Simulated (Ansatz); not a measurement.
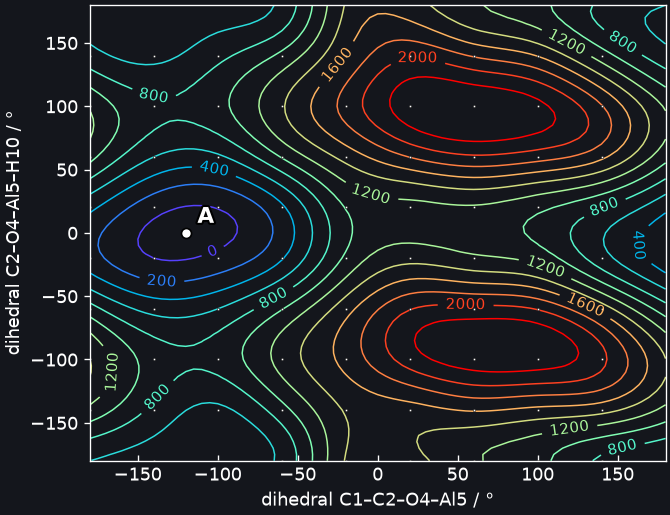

C₂H₆AlFO, SMILES CC(F)[O][AlH2]. Coordinates scanned: (1) dihedral C1–C2–O4–Al5; (2) dihedral C2–O4–Al5–H10. Nothing is relaxed (all other coordinates rigid). The scan uses a 9 × 9 grid. Energies are in cm⁻¹, from the lowest grid point. Theory: Ansatz 0.2.0, RKS r2SCAN-D4/def2-SVP.

The picture shows contour lines labelled in cm⁻¹ (none above 2200), dots at the grid points, the point A. Between grid points the surface is interpolated.

What is the easiest way out of the well at A, and how high is the barrier?

The easiest path leads from the well at about dihedral C1–C2–O4–Al5 = −120°, dihedral C2–O4–Al5–H10 = 0° to the well at about dihedral C1–C2–O4–Al5 = −100°, dihedral C2–O4–Al5–H10 = −165°, about 560 cm⁻¹ higher. Its highest point lies about 920 cm⁻¹ above the bottom of the first well on the interpolated surface, at about dihedral C1–C2–O4–Al5 = −115°, dihedral C2–O4–Al5–H10 = −100°. Seen from the upper well the barrier is about 360 cm⁻¹. The start is the relaxed structure and all else is held, so a fully relaxed path at this level can only be lower.

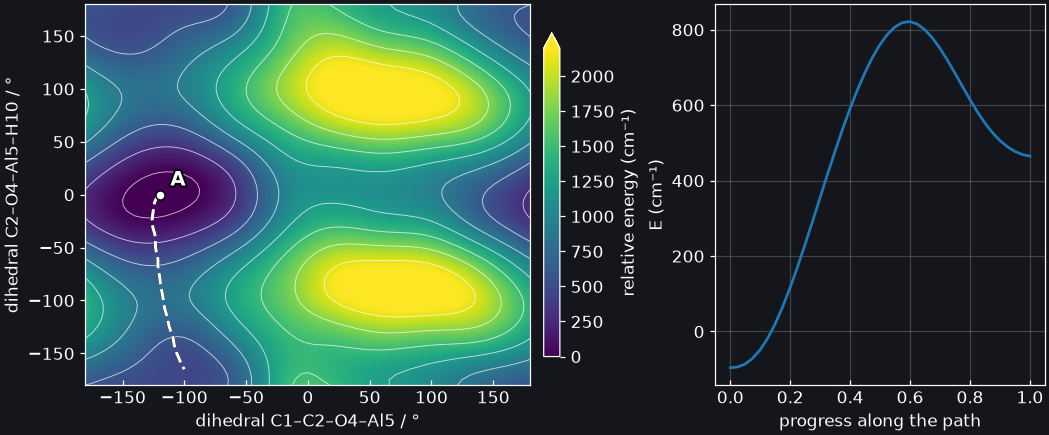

Drawn: a smooth colour map with a few white contour lines, a line along the lowest path, one colour for all values above the top of the scale, the energy along the path at the right. Between grid points the surface is interpolated.
